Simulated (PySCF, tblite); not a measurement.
# C₆H₅O₃ radical: geometry, infrared bands and EPR parameters

Aim: predict the infrared bands and EPR parameters of C₆H₅O₃ radical (`[CH2]c1ccc(OC=O)o1`).

Programs: tblite 0.8.0 and PySCF 2.14.0, with density-fitted response routines of our own. Each step states its level of theory. These are calculated values for one molecule in the gas phase, unless marked as measured. Atoms count from 0, in the outputs and in this text.

### Step 1. The starting structure

14 atoms, charge 0, multiplicity 2; geometry from: force field or distance geometry start.

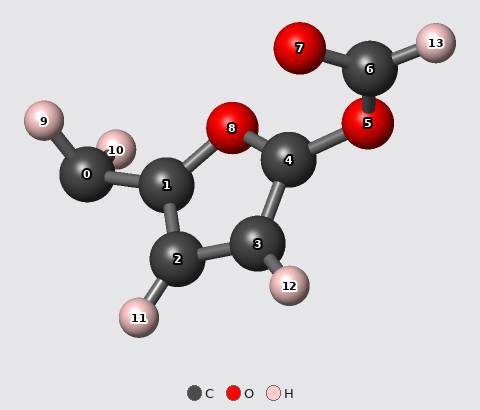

The starting geometry (carbon dark grey, oxygen red, hydrogen pink), atoms numbered.

### Step 2. Relaxing the molecule with GFN2-xTB

The job: settings as JSON, then the geometry in Å.

```
{"job": {"kind": "relax", "xc": "GFN2-xTB", "basis": "xTB"}, "charge": 0, "multiplicity": 2}
C      2.853300    -0.479100     0.419500
C      1.450000    -0.052300     0.039500
C      1.064700     1.263600    -0.002700
C     -0.282800     1.233600    -0.390900
C     -0.628200    -0.113500    -0.528700
O     -1.908700    -0.509600    -0.913100
C     -2.915100    -0.770600     0.008800
O     -2.737800    -0.666500     1.263300
O      0.438300    -0.837700    -0.268900
H      2.791100    -0.960000     1.421100
H      3.132900    -1.260600    -0.326200
H      1.588400     2.161600     0.184200
H     -0.963000     2.072600    -0.525500
H     -3.883900    -1.082100    -0.402500
```

Launch:

```console
$ OMP_NUM_THREADS=1 python probes_run.py task.json out
```

The driver reads the jobs from task.json and runs them one after another.

What it wrote:

```text
step      E/eV     max force
  0    -746.89387    5.266
  1    -747.40275    6.719
  2    -747.68299    1.710
  3    -747.79936    1.194
  4    -747.99090    1.152
  5    -748.04472    0.772
  6    -748.08035    0.424
  7    -748.10025    0.404
  8    -748.12537    0.541
  9    -748.15214    0.442
 10    -748.19746    0.714
 11    -748.26652    0.969
 12    -748.35360    0.968
 13    -748.51659    1.556
 14    -748.58187    1.522
 15    -748.62113    2.254
 16    -748.71060    1.279
 17    -748.77123    0.580
 18    -748.86282    0.787
 19    -748.91880    0.488
 20    -748.94369    0.505
 21    -748.96507    0.645
 22    -748.98184    0.325
 23    -748.99410    0.292
 24    -749.00498    0.251
 25    -749.01316    0.223
 26    -749.01799    0.150
 27    -749.02125    0.135
 28    -749.02359    0.112
 29    -749.02559    0.098
 30    -749.02753    0.117
 31    -749.03001    0.139
 32    -749.03306    0.130
 33    -749.03581    0.126
 34    -749.03750    0.099
 35    -749.03856    0.120
 36    -749.03958    0.115
 37    -749.04069    0.081
 38    -749.04162    0.076
 39    -749.04236    0.062
 40    -749.04306    0.077
 41    -749.04373    0.064
 42    -749.04426    0.066
 43    -749.04469    0.067
 44    -749.04521    0.067
 45    -749.04597    0.085
 46    -749.04687    0.083
 47    -749.04760    0.067
 48    -749.04804    0.061
 49    -749.04840    0.055
 50    -749.04885    0.076
 51    -749.04932    0.084
 52    -749.04970    0.062
 53    -749.04999    0.048
 54    -749.05025    0.046
 55    -749.05053    0.043
 56    -749.05082    0.043
 57    -749.05105    0.038
 58    -749.05120    0.035
 59    -749.05130    0.028
 60    -749.05136    0.021
 61    -749.05142    0.020
 62    -749.05149    0.024
 63    -749.05162    0.033
 64    -749.05184    0.044
 65    -749.05222    0.065
 66    -749.05281    0.087
 67    -749.05358    0.100
 68    -749.05460    0.111
 69    -749.05608    0.137
 70    -749.05836    0.176
 71    -749.06177    0.194
 72    -749.06409    0.316
 73    -749.05408    1.340
 74    -749.06927    0.139
 75    -749.07147    0.105
 76    -749.06952    1.110
 77    -749.07719    0.110
 78    -749.07970    0.179
 79    -749.07865    1.342
 80    -749.08707    0.210
 81    -749.09132    0.289
 82    -749.09837    1.213
 83    -749.10881    0.442
 84    -749.11738    0.348
 85    -749.12321    1.187
 86    -749.13046    0.266
 87    -749.13406    0.300
 88    -749.13696    0.571
 89    -749.13893    0.228
 90    -749.14025    0.090
 91    -749.14088    0.065
 92    -749.14168    0.059
 93    -749.14280    0.081
 94    -749.14432    0.092
 95    -749.14601    0.107
 96    -749.14768    0.123
 97    -749.14953    0.101
 98    -749.15129    0.274
 99    -749.15317    0.183
100    -749.15541    0.145
101    -749.15851    0.305
102    -749.16101    0.110
103    -749.16334    0.314
104    -749.16571    0.110
105    -749.16679    0.090
106    -749.16762    0.110
107    -749.16806    0.061
108    -749.16830    0.105
109    -749.16854    0.061
110    -749.16884    0.086
111    -749.16926    0.073
112    -749.16995    0.084
113    -749.17066    0.089
114    -749.17130    0.075
115    -749.17176    0.060
116    -749.17212    0.062
117    -749.17241    0.050
118    -749.17258    0.147
119    -749.17298    0.063
120    -749.17332    0.043
121    -749.17362    0.022
122    -749.17370    0.021
123    -749.17373    0.012
124    -749.17373    0.007
```

Run time: 0.77 s. Hardware: 1 thread of Arm Neoverse V1, shared host.

The steps of the relaxation: (not every step is listed)

| step | energy from step 0 (eV) | largest force (eV/Å) |
| --- | --- | --- |
| 0 | 0.0000 | 5.2661 |
| 1 | -0.5089 | 6.7187 |
| 2 | -0.7891 | 1.7102 |
| 3 | -0.9055 | 1.1937 |
| 4 | -1.0970 | 1.1517 |
| 5 | -1.1508 | 0.7717 |
| 6 | -1.1865 | 0.4238 |
| 7 | -1.2064 | 0.4038 |
| 8 | -1.2315 | 0.5409 |
| 19 | -2.0249 | 0.4884 |
| 30 | -2.1337 | 0.1171 |
| 41 | -2.1499 | 0.0642 |
| 52 | -2.1558 | 0.0625 |
| 63 | -2.1577 | 0.0334 |
| 74 | -2.1754 | 0.1385 |
| 85 | -2.2293 | 1.1872 |
| 96 | -2.2538 | 0.1232 |
| 107 | -2.2742 | 0.0614 |
| 118 | -2.2787 | 0.1472 |
| 119 | -2.2791 | 0.0633 |
| 120 | -2.2794 | 0.0428 |
| 121 | -2.2798 | 0.0222 |
| 122 | -2.2798 | 0.0206 |
| 123 | -2.2799 | 0.0119 |
| 124 | -2.2799 | 0.0066 |

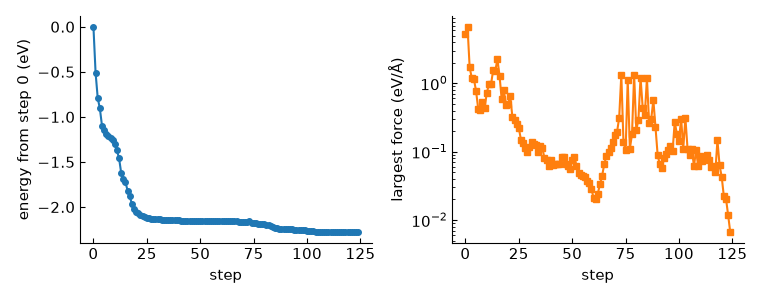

Energy and force, step by step.

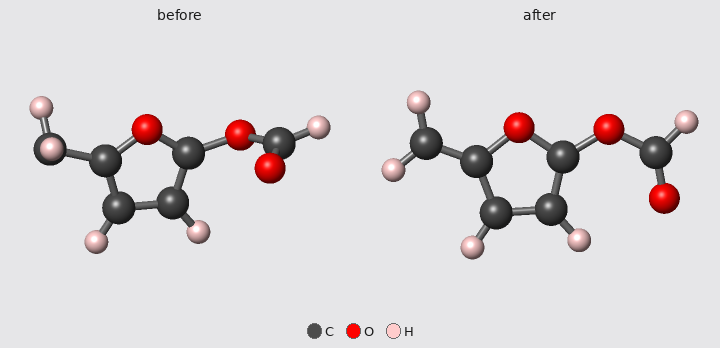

Before and after, at one scale.

Distances of close pairs at the start and the end, largest changes first:

| bond | before (Å) | after (Å) | change (Å) |
| --- | --- | --- | --- |
| C0–C1 | 1.515 | 1.359 | -0.156 |
| C6–O7 | 1.271 | 1.195 | -0.076 |
| C1–O8 | 1.317 | 1.378 | +0.061 |
| O5–C6 | 1.390 | 1.336 | -0.053 |
| C1–C2 | 1.372 | 1.416 | +0.045 |
| C0–H10 | 1.116 | 1.073 | -0.043 |
| C0–H9 | 1.113 | 1.072 | -0.041 |
| C4–O5 | 1.394 | 1.355 | -0.040 |

The end geometry stands in the next job.

### Step 3. Vibrational analysis with GFN2-xTB

The job: settings as JSON, then the geometry in Å.

```
{"job": {"kind": "ir", "xc": "GFN2-xTB", "basis": "xTB"}, "charge": 0, "multiplicity": 2}
C      2.812366    -0.593548     0.041904
C      1.521070    -0.169148     0.061548
C      0.963953     1.100203     0.351897
C     -0.415879     0.982643     0.224269
C     -0.651557    -0.329331    -0.132994
O     -1.773781    -1.040390    -0.397242
C     -2.988637    -0.486728    -0.338060
O     -3.255210     0.645004    -0.060507
O      0.489943    -1.033733    -0.235311
H      3.605664     0.088521     0.274841
H      3.054164    -1.608950    -0.204923
H      1.519605     1.974879     0.617804
H     -1.161438     1.736997     0.367465
H     -3.720943    -1.266894    -0.592857
```

What it wrote:

```text
mode    cm-1     km/mol
  1      44.3      3.76
  2     161.2      8.38
  3     164.3      4.10
  4     252.9      0.89
  5     268.2      3.69
  6     376.9     13.62
  7     403.4      0.48
  8     547.2      2.15
  9     565.2      5.39
 10     604.5      6.22
 11     628.8      6.05
 12     701.1      0.42
 13     740.7     64.55
 14     758.5      6.50
 15     786.5     26.52
 16     838.5     11.34
 17     900.3      4.17
 18     923.7     13.49
 19     946.0     12.95
 20     967.6     40.13
 21    1047.3     16.31
 22    1100.3    170.31
 23    1160.4      5.30
 24    1260.0     38.23
 25    1283.8     53.91
 26    1340.3      2.84
 27    1370.4     12.84
 28    1377.9      8.60
 29    1490.9     59.53
 30    1548.2     43.06
 31    1761.1    779.49
 32    2864.3     46.00
 33    3146.8      1.31
 34    3190.3      0.01
 35    3192.8     10.99
 36    3200.9      0.87
```

Wall time 0.43 s (1 thread of Arm Neoverse V1, shared host).

The strongest bands and the atoms that carry them (share of the mass-weighted mode):

| cm⁻¹ | km/mol | atoms |
| --- | --- | --- |
| 741 | 64.5 | H10 37 %, H9 32 %, C0 22 % |
| 968 | 40.1 | O8 29 %, C2 22 %, C3 21 % |
| 1100 | 170.3 | O5 43 %, C6 36 % |
| 1284 | 53.9 | C4 25 %, C1 25 %, C2 15 %, H9 12 % |
| 1491 | 59.5 | C4 50 %, C3 22 % |
| 1548 | 43.1 | C1 53 %, C0 29 % |
| 1761 | 779.5 | C6 58 %, O7 39 % |
| 2864 | 46.0 | H13 93 % |

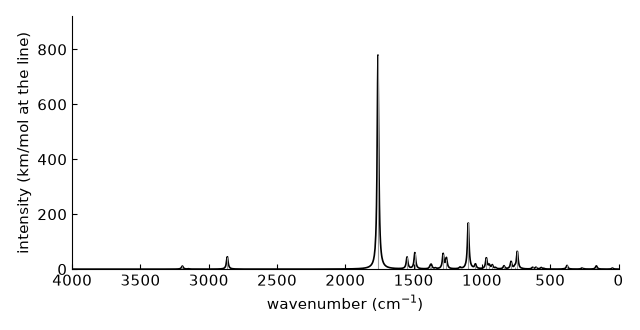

The infrared spectrum from these modes, unscaled. Lines are broadened to a width of 14 cm⁻¹ (Lorentzian).

### Step 4. g tensor and hyperfine couplings: B3LYP/pcH-1

Settings changed since step 3:

```diff
@@ -1,2 +1,2 @@
-{"job": {"kind": "ir", "xc": "GFN2-xTB", "basis": "xTB"}, "charge": 0, "multiplicity": 2}
+{"job": {"kind": "epr", "basis": "pcH-1"}, "charge": 0, "multiplicity": 2}
 C      2.812366    -0.593548     0.041904
```

Method: UKS B3LYP, pcH-1 on C H O, non-relativistic, mean-field spin-orbit, GIAO.

What it wrote:

```text
UKS, coarse grid
  cycle   1  E = -457.04919811  |g| = 7.71e-01
  cycle   2  E = -456.38897235  |g| = 1.51e+00
  cycle   3  E = -457.24602909  |g| = 2.89e-01
  cycle   4  E = -457.27457568  |g| = 9.23e-02
  cycle   5  E = -457.27729634  |g| = 2.79e-02
  cycle   6  E = -457.27768063  |g| = 1.12e-02
  cycle   7  E = -457.27776940  |g| = 5.82e-03
  cycle   8  E = -457.27780364  |g| = 2.72e-03
  cycle   9  E = -457.27780945  |g| = 1.44e-03
  cycle  10  E = -457.27781150  |g| = 3.11e-04
UKS, final grid
  cycle   1  E = -457.27779077  |g| = 5.64e-04
  cycle   2  E = -457.27779039  |g| = 1.17e-03
  cycle   3  E = -457.27779090  |g| = 1.04e-04
  cycle   4  E = -457.27779090  |g| = 2.19e-05
E = -457.27779090 Eh   <S^2> = 0.7758 (exact 0.7500)
g shifts (ppm)      1          2          3
  rmc          -165       -165       -165
  gc              3         38         37
  oz_so         -21        705       1007
  total        -184        578        879
hyperfine (MHz)  atom isotope    a_iso     a_fc   dipolar eigenvalues
    0   13C      47.70      47.70    -46.98    -45.97     92.95
    1   13C     -42.14     -42.14    -23.65      9.46     14.19
    2   13C      35.32      35.32    -32.05    -31.78     63.83
    3   13C     -26.22     -26.22    -13.56      6.34      7.22
    4   13C      33.18      33.18    -31.13    -30.18     61.31
    5   17O      -0.79      -0.79     -6.34      2.66      3.68
    6   13C       2.70       2.70     -2.77     -1.92      4.69
    7   17O      -1.51      -1.51     -6.88      3.19      3.69
    8   17O      -3.14      -3.14    -12.90      5.45      7.45
    9    1H     -36.79     -36.79    -21.12     -0.81     21.93
   10    1H     -37.64     -37.64    -22.19     -0.31     22.50
   11    1H     -27.12     -27.12    -14.38     -1.11     15.49
   12    1H       5.27       5.27     -2.89      0.36      2.53
   13    1H      -4.22      -4.22     -1.99     -0.98      2.97
```

It took 79 s on 1 thread of Arm Neoverse V1, shared host; peak memory 0.95 GiB.

Principal g values 2.00214, 2.00290, 2.00320; g(iso) = 2.00274, against 2.00232 for a free electron.

Hyperfine couplings; where a row names several nuclei, a(iso) is their mean (it holds for fast rotation or exchange) and the dipolar term the largest among them:

| nuclei | isotope | a(iso) (MHz) | a(iso) (G, at g = 2.0023) | largest dipolar term (MHz) |
| --- | --- | --- | --- | --- |
| C0 | 13C | 47.7 | 17.0 | 92.9 |
| C1 | 13C | -42.1 | -15.0 | -23.6 |
| H9, H10 | 1H | -37.2 | -13.3 | 22.5 |
| C2 | 13C | 35.3 | 12.6 | 63.8 |
| C4 | 13C | 33.2 | 11.8 | 61.3 |
| H11 | 1H | -27.1 | -9.7 | 15.5 |
| C3 | 13C | -26.2 | -9.4 | -13.6 |
| H12 | 1H | 5.3 | 1.9 | -2.9 |
| H13 | 1H | -4.2 | -1.5 | 3.0 |
| O8 | 17O | -3.1 | -1.1 | -12.9 |
| C6 | 13C | 2.7 | 1.0 | 4.7 |
| O7 | 17O | -1.5 | -0.5 | -6.9 |
| O5 | 17O | -0.8 | -0.3 | -6.3 |

Mulliken spin populations:

C0 0.62; C1 -0.19; C2 0.40; C3 -0.13; C4 0.30; O5 0.00; C6 0.02; O7 0.02; O8 0.02; H9 -0.03; H10 -0.03; H11 -0.02; H12 0.00; H13 0.00

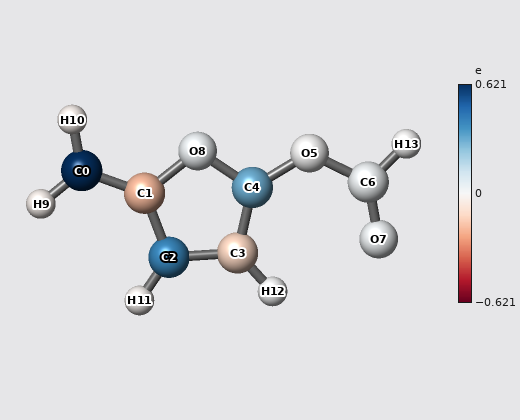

Mulliken spin populations, as colours on the atoms.

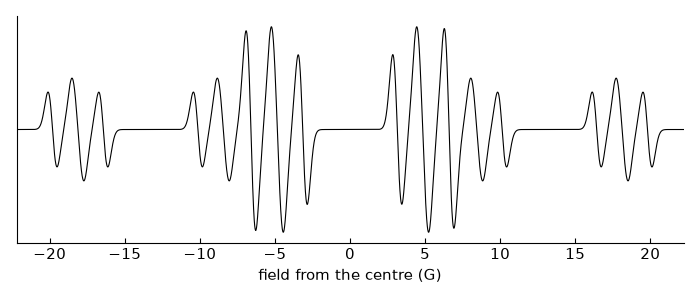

First-order isotropic spectrum (first derivative, main isotopes with spin only, couplings over 0.8 MHz, Gaussian width 0.3 G; couplings of the frozen geometry, rotation of groups not averaged beyond the rows shown).

The fields below are evaluated on a grid from the run's orbitals.

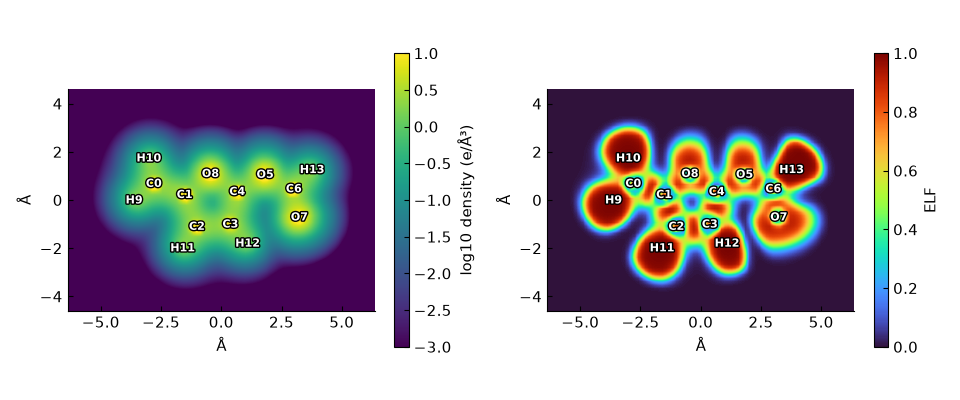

Density (left) and ELF (right) in a plane through or near 14 of the atoms.

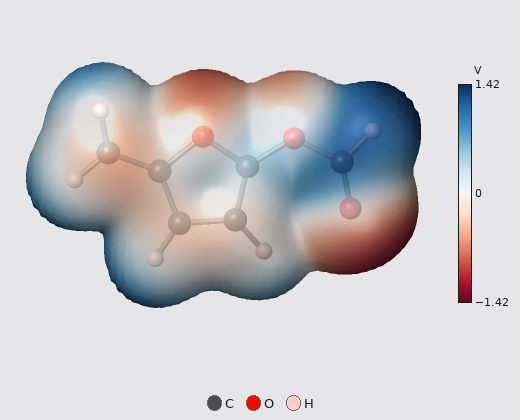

Electrostatic potential on the surface of density 0.002 e/bohr³; red is low, blue high. It runs from -1.23 V near O7 to 1.42 V near H13.

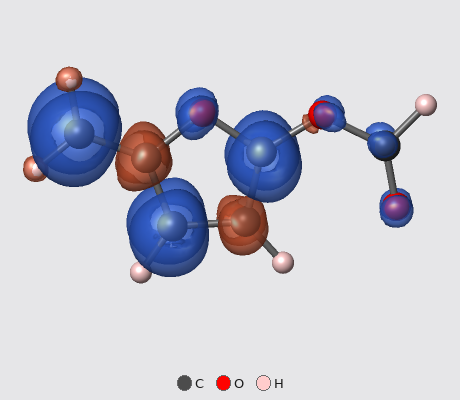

Spin density at ±0.02 e/Å³ (alpha excess blue, beta excess red).

### Step 5. Results

```
                                 quantity                  value
strongest single infrared mode (GFN2-xTB)  1761 cm⁻¹, 779 km/mol
             zero-point energy (GFN2-xTB)          59.9 kcal/mol
                           g(iso) (B3LYP)                2.00274
                                     ⟨S²⟩     0.776 (exact 0.75)
       largest a(iso) (averaged by class)    13C on C0, 47.7 MHz
    surface potential, least and greatest     -1.23 V and 1.42 V
```

**Reading.** Over 124 steps the energy fell by 2.280 eV; of the close pairs, C0–C1 changed most, 1.515 to 1.359 Å. No mode is imaginary among the 36: a minimum at this level. The strongest single mode, at 1761 cm⁻¹, moves mainly C6 and O7. GFN2-xTB is a fitted tight-binding method: band positions and strengths are rough. Its intensities can rank the bands wrongly. The largest share of the spin, 0.62 e, sits on C0. The isotropic g lies 0.4 ppt above the free-electron value.
